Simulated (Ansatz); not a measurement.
## Geometry relaxation of C₂H₅NOSSi (part 2 of 2)

The same run, continued: C₂H₅NOSSi; RKS B3LYP/6-31G* (Ansatz 0.2.0). It belongs to a series of runs on one base structure; here: end point A relaxed.

Geometry of the input (Å):
```
O  -0.2046  -1.3158  1.4894
Si 0.2348  -1.5641  -0.0770
N  0.5328  -0.0791  -0.7893
C  1.2782  1.0318  -0.3494
C  -0.0525  1.1283  -0.7786
S  -1.3114  1.9206  0.0783
H  -0.8304  -0.5152  1.5701
H  -0.8207  -2.2077  -0.8192
H  1.4629  -2.3804  -0.0248
H  1.5936  1.3086  0.6440
H  -1.8175  2.6159  -0.9230
```

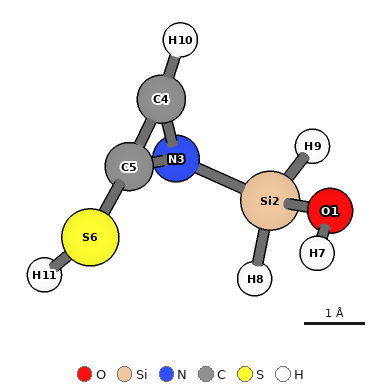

The geometry at step 11 of the log (ball-and-stick view, seen at a tilt; atoms are numbered from 1 in the order of the input).

### Trajectory as extended XYZ, continued
```
11
Properties=species:S:1:pos:R:3:forces:R:3 step=4 energy=-24402.45785
O    -0.2324   -1.3500    1.5662   -0.0746  -0.0685  -0.0576
Si    0.1804   -1.5482   -0.0436   -0.0398   0.2375   0.1115
N     0.5757   -0.0563   -0.8785    0.4572  -0.2252  -0.4972
C     1.3230    1.1019   -0.2929   -0.2243  -0.1425   0.7179
C     0.1018    1.3451   -0.6729   -0.4473   0.7012   0.5284
S    -1.2405    2.2110    0.0325   -0.3519  -0.1090  -1.0488
H    -1.0097   -0.7840    1.6959    0.0181  -0.0818   0.0789
H    -0.8973   -2.1762   -0.8538   -0.0015   0.0081   0.0647
H     1.4228   -2.3496   -0.0596   -0.0349  -0.0391   0.0361
H     1.9560    1.2724    0.5854    0.0779  -0.1145  -0.6301
H    -2.1146    2.2768   -1.0581    0.6212  -0.1662   0.6962
11
Properties=species:S:1:pos:R:3:forces:R:3 step=5 energy=-24402.61302
O    -0.2230   -1.3347    1.5750   -0.9218   0.4293   0.0821
Si    0.1757   -1.5004   -0.0415    0.0532   0.0865  -0.0526
N     0.5960   -0.0204   -0.9216    0.2105   0.0899   0.0827
C     1.3046    1.1132   -0.2449    0.6812  -0.2849   0.7363
C     0.0957    1.3997   -0.6003   -0.3322   0.3320   0.3515
S    -1.2954    2.2310    0.0070   -0.1693  -0.1459  -0.5102
H    -1.1000   -0.9044    1.7349    0.8748  -0.4274  -0.1114
H    -0.9126   -2.1397   -0.8313   -0.0053   0.0436   0.0483
H     1.4035   -2.3255   -0.0531    0.0072  -0.0213  -0.0033
H     2.1254    1.2287    0.4994   -0.7264  -0.0812  -0.9179
H    -2.1048    2.1954   -1.1031    0.3281  -0.0206   0.2944
11
Properties=species:S:1:pos:R:3:forces:R:3 step=6 energy=-24402.67228
O    -0.2558   -1.3681    1.5586   -0.0863   0.0980   0.0968
Si    0.1561   -1.4926   -0.0587   -0.0557   0.1392   0.1821
N     0.6257    0.0090   -0.8741    0.0495  -0.3385  -0.0566
C     1.3355    1.0995   -0.1834   -0.1101   0.8082   0.3510
C     0.1140    1.4208   -0.4501   -0.3500  -0.0466  -0.0185
S    -1.3751    2.1738   -0.0163    0.2074   0.0128  -0.0019
H    -1.0889   -0.9216    1.7914    0.2621  -0.1528  -0.2006
H    -0.9844   -2.0646   -0.8274    0.0897   0.0729  -0.0860
H     1.3542   -2.3633   -0.1090   -0.0589  -0.0370   0.0189
H     2.2291    1.3577    0.3870   -0.1411  -0.4828  -0.2888
H    -2.0455    2.0924   -1.1975    0.1934  -0.0734   0.0036
11
Properties=species:S:1:pos:R:3:forces:R:3 step=7 energy=-24402.70952
O    -0.2192   -1.3832    1.5821    0.0810  -0.0397  -0.0314
Si    0.1638   -1.4873   -0.0426   -0.1273   0.0931  -0.0692
N     0.5882    0.0206   -0.8681    0.0990  -0.1308   0.0818
C     1.2901    1.1103   -0.1663    0.3204   0.4605   0.2723
C     0.0717    1.4401   -0.4292    0.0062  -0.0847   0.2661
S    -1.4051    2.2240   -0.0221    0.1157  -0.1603  -0.4787
H    -1.0562   -0.9574    1.8129   -0.0213   0.0087  -0.0520
H    -0.9648   -2.0307   -0.8486    0.0098  -0.0330   0.0696
H     1.3481   -2.3759   -0.1066   -0.0030   0.0362  -0.0048
H     2.2331    1.2990    0.3613   -0.4673  -0.2502  -0.3283
H    -1.9843    2.0835   -1.2522   -0.0132   0.1001   0.2745
11
Properties=species:S:1:pos:R:3:forces:R:3 step=8 energy=-24402.72544
O    -0.1993   -1.3991    1.5866    0.0092  -0.0133  -0.0364
Si    0.1560   -1.4848   -0.0446    0.0995   0.0241  -0.0079
N     0.5974    0.0234   -0.8545   -0.0628   0.0355   0.0413
C     1.2869    1.1223   -0.1475    0.3567   0.0937   0.1621
C     0.0716    1.4436   -0.4231   -0.1375  -0.0926   0.0544
S    -1.4047    2.2429   -0.0603    0.0527  -0.0434  -0.1376
H    -1.0348   -0.9734    1.8201   -0.0593   0.0243   0.0158
H    -0.9743   -2.0407   -0.8379   -0.0119   0.0254   0.0408
H     1.3443   -2.3661   -0.1173    0.0003   0.0000  -0.0389
H     2.2355    1.2710    0.3702   -0.3619  -0.0564  -0.1950
H    -2.0133    2.1038   -1.2710    0.1151   0.0026   0.1014
11
Properties=species:S:1:pos:R:3:forces:R:3 step=9 energy=-24402.72148 accepted=F
O    -0.1641   -1.4347    1.6085   -0.2074   0.0848   0.1224
Si    0.1707   -1.4917   -0.0285   -0.0846  -0.0952   0.0523
N     0.5621    0.0310   -0.8105   -0.1023  -0.2373  -0.2189
C     1.2573    1.1393   -0.1230   -0.3990   0.1345  -0.0667
C     0.0155    1.4033   -0.3354    0.5985   0.0562   0.0634
S    -1.4325    2.2652   -0.1021   -0.3029   0.1252  -0.0973
H    -1.0387   -1.0870    1.8586    0.2949  -0.1201  -0.1116
H    -1.0011   -2.0246   -0.7721    0.0039  -0.0251  -0.0464
H     1.3578   -2.3699   -0.1786   -0.0459   0.0388   0.0326
H     2.2297    1.3206    0.2862    0.2614   0.0611   0.1611
H    -1.8915    2.1914   -1.3825   -0.0165  -0.0228   0.1090
11
Properties=species:S:1:pos:R:3:forces:R:3 step=10 energy=-24402.73632
O    -0.1742   -1.4205    1.5987   -0.0187   0.0002   0.0122
Si    0.1611   -1.4889   -0.0377   -0.0057   0.0008   0.0157
N     0.5759    0.0277   -0.8335   -0.0612   0.0361  -0.0355
C     1.2729    1.1332   -0.1304   -0.0218   0.0357  -0.0016
C     0.0468    1.4282   -0.3794    0.0942  -0.0591   0.0266
S    -1.4182    2.2668   -0.0913   -0.0203  -0.0022  -0.0580
H    -1.0255   -1.0297    1.8435    0.0314  -0.0189  -0.0140
H    -0.9956   -2.0293   -0.8023    0.0033  -0.0025   0.0037
H     1.3480   -2.3685   -0.1585   -0.0213   0.0138  -0.0012
H     2.2286    1.2913    0.3435    0.0044   0.0079   0.0145
H    -1.9547    2.1326   -1.3321    0.0158  -0.0119   0.0376
11
Properties=species:S:1:pos:R:3:forces:R:3 step=11 energy=-24402.73842
O    -0.1592   -1.4323    1.6037   -0.0227   0.0096   0.0063
Si    0.1550   -1.4827   -0.0379    0.0026  -0.0448   0.0203
N     0.5686    0.0369   -0.8266   -0.0770  -0.0019  -0.0471
C     1.2718    1.1392   -0.1181   -0.0305   0.0625  -0.0037
C     0.0450    1.4291   -0.3648    0.0948  -0.0461   0.0051
S    -1.4197    2.2787   -0.1140   -0.0421   0.0156  -0.0250
H    -1.0124   -1.0550    1.8627    0.0335  -0.0159  -0.0122
H    -1.0123   -2.0165   -0.7907   -0.0055   0.0091  -0.0038
H     1.3359   -2.3662   -0.1833   -0.0140   0.0162   0.0024
H     2.2292    1.2985    0.3475    0.0596   0.0089   0.0421
H    -1.9366    2.1133   -1.3580    0.0012  -0.0132   0.0156
11
Properties=species:S:1:pos:R:3:forces:R:3 step=12 energy=-24402.74101
O    -0.1054   -1.4749    1.6173   -0.0794   0.0384  -0.0685
Si    0.1327   -1.4673   -0.0419   -0.0336  -0.0591   0.1049
N     0.5457    0.0643   -0.8043   -0.0060   0.1532   0.0561
C     1.2741    1.1649   -0.0697   -0.0787  -0.0182  -0.0419
C     0.0462    1.4356   -0.3182   -0.0632  -0.0812  -0.1105
S    -1.4244    2.3155   -0.1987   -0.0349  -0.0415  -0.1301
H    -0.9565   -1.1282    1.9277    0.1201  -0.0400  -0.0529
H    -1.0884   -1.9442   -0.7523    0.0434  -0.0045   0.0035
H     1.2924   -2.3632   -0.2753   -0.0686   0.0283   0.0148
H     2.2344    1.3257    0.3808    0.1468   0.0028   0.0691
H    -1.8857    2.0148   -1.4450    0.0542   0.0218   0.1555
11
Properties=species:S:1:pos:R:3:forces:R:3 step=13 energy=-24402.74343
O    -0.0960   -1.5023    1.6197   -0.0008   0.0429  -0.0598
Si    0.1257   -1.4641   -0.0398   -0.0386  -0.0282   0.0247
N     0.5435    0.0715   -0.7962    0.0042   0.0837   0.0780
C     1.2770    1.1758   -0.0567   -0.2205   0.0108  -0.0914
C     0.0499    1.4393   -0.3306    0.1065  -0.0749  -0.0094
S    -1.4204    2.3268   -0.2271    0.0091  -0.0462  -0.0715
H    -0.9299   -1.1320    1.9441    0.0404  -0.0170  -0.0147
H    -1.1049   -1.9241   -0.7433    0.0255  -0.0061  -0.0133
H     1.2757   -2.3617   -0.3004   -0.0441   0.0117   0.0226
H     2.2333    1.3272    0.4077    0.0867   0.0129   0.0476
H    -1.8887    1.9865   -1.4568    0.0316   0.0103   0.0871
11
Properties=species:S:1:pos:R:3:forces:R:3 step=14 energy=-24402.74517
O    -0.1036   -1.4884    1.6121   -0.0296   0.0250  -0.0451
Si    0.1198   -1.4585   -0.0464    0.0342  -0.0178   0.0100
N     0.5556    0.0761   -0.7967   -0.0406  -0.1611  -0.0541
C     1.2851    1.1787   -0.0598    0.0252   0.0901   0.0344
C     0.0599    1.4358   -0.3427    0.0457   0.0420   0.0624
S    -1.4164    2.3054   -0.2137   -0.0281  -0.0114  -0.0631
H    -0.9291   -1.0997    1.9350    0.0168  -0.0062   0.0040
H    -1.1028   -1.9156   -0.7657    0.0095   0.0147   0.0103
H     1.2616   -2.3689   -0.2914   -0.0185   0.0106  -0.0025
H     2.2373    1.3281    0.4200   -0.0145  -0.0015  -0.0037
H    -1.9023    1.9499   -1.4301    0.0000   0.0158   0.0474
11
Properties=species:S:1:pos:R:3:forces:R:3 step=15 energy=-24402.74575
O    -0.1107   -1.4833    1.6070   -0.0246   0.0091  -0.0208
Si    0.1203   -1.4605   -0.0497    0.0214   0.0156   0.0243
N     0.5639    0.0722   -0.7977   -0.0061   0.0691   0.0085
C     1.2916    1.1861   -0.0577   -0.0243  -0.0394  -0.0197
C     0.0654    1.4350   -0.3436    0.0646  -0.0792   0.0163
S    -1.4127    2.3016   -0.2116   -0.0203   0.0149   0.0106
H    -0.9315   -1.0817    1.9260    0.0151  -0.0065   0.0028
H    -1.1012   -1.9105   -0.7736   -0.0074   0.0120   0.0033
H     1.2527   -2.3819   -0.2909    0.0031   0.0099  -0.0005
H     2.2419    1.3381    0.4250   -0.0160   0.0005  -0.0069
H    -1.9145    1.9279   -1.4127   -0.0054  -0.0060  -0.0178
11
Properties=species:S:1:pos:R:3:forces:R:3 step=16 energy=-24402.74629
O    -0.1063   -1.4852    1.6064   -0.0075   0.0069  -0.0291
Si    0.1187   -1.4563   -0.0513   -0.0127   0.0081   0.0294
N     0.5636    0.0769   -0.7956    0.0019   0.0045  -0.0095
C     1.2935    1.1873   -0.0497   -0.0029   0.0010   0.0052
C     0.0664    1.4308   -0.3337   -0.0003  -0.0058  -0.0045
S    -1.4143    2.2997   -0.2222   -0.0094  -0.0041  -0.0042
H    -0.9253   -1.0845    1.9309    0.0166  -0.0069  -0.0029
H    -1.1128   -1.8903   -0.7687    0.0038  -0.0068  -0.0002
H     1.2464   -2.3803   -0.3044   -0.0075   0.0040   0.0051
H     2.2445    1.3407    0.4292    0.0060  -0.0005   0.0009
H    -1.9092    1.9041   -1.4204    0.0120  -0.0003   0.0098
11
Properties=species:S:1:pos:R:3:forces:R:3 step=17 energy=-24402.74639
O    -0.1056   -1.4833    1.6046   -0.0066   0.0079  -0.0228
Si    0.1165   -1.4540   -0.0531    0.0036  -0.0124   0.0246
N     0.5642    0.0783   -0.7970   -0.0051   0.0054  -0.0122
C     1.2944    1.1881   -0.0477   -0.0031   0.0019   0.0095
C     0.0671    1.4296   -0.3319   -0.0014   0.0044  -0.0001
S    -1.4158    2.2955   -0.2213   -0.0029  -0.0080  -0.0141
H    -0.9223   -1.0803    1.9314    0.0075  -0.0026   0.0013
H    -1.1152   -1.8891   -0.7696    0.0020   0.0017   0.0000
H     1.2426   -2.3796   -0.3062   -0.0032  -0.0001   0.0011
H     2.2451    1.3411    0.4319    0.0051  -0.0023  -0.0004
H    -1.9058    1.8966   -1.4204    0.0041   0.0042   0.0131
11
Properties=species:S:1:pos:R:3:forces:R:3 step=18 energy=-24402.74645
O    -0.1055   -1.4797    1.6023   -0.0016   0.0029  -0.0096
Si    0.1163   -1.4531   -0.0549   -0.0022  -0.0120   0.0143
N     0.5652    0.0789   -0.7989    0.0021   0.0070  -0.0122
C     1.2949    1.1880   -0.0458    0.0033   0.0006   0.0098
C     0.0677    1.4282   -0.3311   -0.0035   0.0037   0.0020
S    -1.4168    2.2915   -0.2199    0.0006  -0.0022  -0.0044
H    -0.9199   -1.0729    1.9297    0.0008   0.0007   0.0029
H    -1.1158   -1.8868   -0.7715   -0.0001   0.0000  -0.0002
H     1.2401   -2.3815   -0.3066    0.0020  -0.0003  -0.0014
H     2.2451    1.3400    0.4352    0.0004  -0.0021  -0.0030
H    -1.9061    1.8903   -1.4179   -0.0020   0.0017   0.0018
```

### Key numbers

| quantity | value |
| --- | --- |
| outcome | converged |
| total energy | −24402.7467 eV |
| mean-field energy | −24402.7467 eV |
| largest force (length of the vector) at the end | 0.019 eV/Å |
| hardware | 2 threads of AMD EPYC (Zen 4), 16 GiB of memory available, shared host |
| wall time | 52 s (CPU time 90 s) |
| peak memory | 0.29 GiB |
